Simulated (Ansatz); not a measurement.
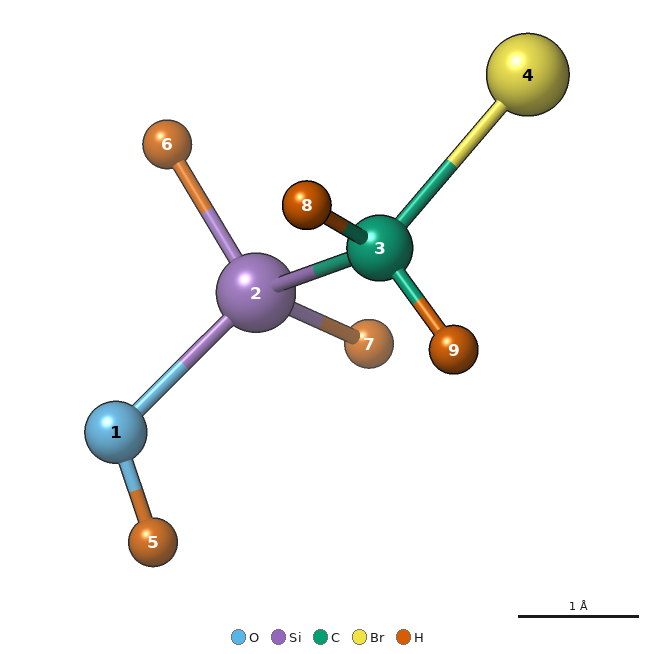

Orthographic view. Distant atoms are faded towards the background colour. The geometry was computed by an optimisation with PBE-D4/def2-SVP. No frequency run is at hand to confirm it as a minimum.

Give the geometry as a Z-matrix, atoms in numerical order, with these reference atoms: 2 to 1; 3 to 2, 1; 4 to 3, 2, 1; 5 to 1, 2, 3; 6 to 2, 1, 5; 7 to 2, 6, 1; 8 to 3, 2, 6; 9 to 3, 8, 4.

```
O  
Si   1   1.685
C    2   1.901   1   111.7
Br   3   1.968   2   107.0   1  -176.5
H    1   0.973   2   115.8   3   -79.5
H    2   1.495   1   106.0   5   163.0
H    2   1.506   6   111.6   1   122.0
H    3   1.107   2   112.8   6    57.3
H    3   1.107   8   108.7   4   115.1
```
